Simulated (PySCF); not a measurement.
```xyz
25

C     2.6092   -1.4441   -1.2800
C     1.7746   -0.4281   -1.3873
C     1.4717    0.5387   -0.2881
N     0.0319    0.7118   -0.1394
C    -0.3089    1.7562    0.8173
C    -1.8048    2.0335    0.8059
N    -0.6712   -0.4854    0.0862
C    -0.2888   -1.2985    1.2175
Si   -1.5471   -1.1277   -1.2484
H     2.8071   -2.1098   -2.1024
H     3.1441   -1.6480   -0.3655
H     1.2430   -0.2365   -2.3086
H     1.9616    0.2222    0.6489
H     1.8766    1.5201   -0.5626
H     0.0185    1.5125    1.8433
H     0.2315    2.6542    0.5050
H    -2.0335    2.8641    1.4690
H    -2.3559    1.1562    1.1316
H    -2.1237    2.2827   -0.2018
H    -1.0883   -2.0120    1.4048
H     0.6362   -1.8591    1.0368
H    -0.1571   -0.6852    2.1111
H    -1.8468    0.0229   -2.0892
H    -0.8444   -2.1661   -2.0227
H    -2.7462   -1.7502   -0.6741
```

Geometry: GFN2-xTB.

Computed with PBE0/pcSseg-1, SCF density, gas phase, non-relativistic (PySCF).

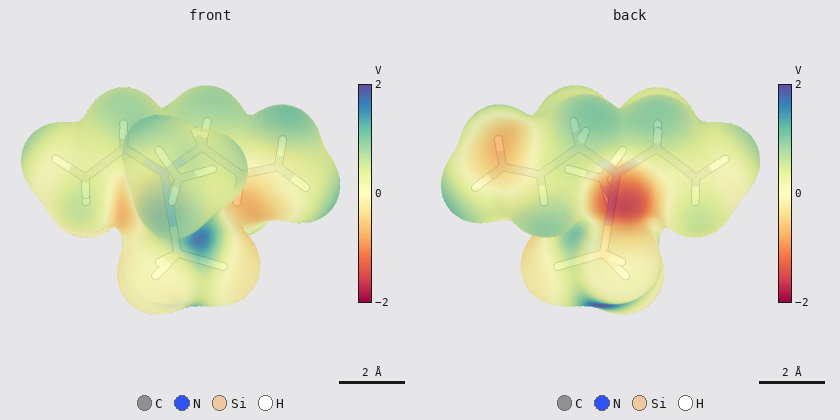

C6H16N2Si (SMILES C=CCN(CC)N(C)[SiH3]). The molecular electrostatic potential painted on the density surface at 0.004 e/bohr³, seen from the front and from behind; red is negative and blue positive.

### Describe the electrostatic potential map.

The most negative region (about −1.5 V) lies over N4, the most positive (about +1.7 V) over Si9. N4 is the likeliest acceptor of a hydrogen bond.

### What dipole moment does the calculation give?

Its dipole moment is 1.36 D.
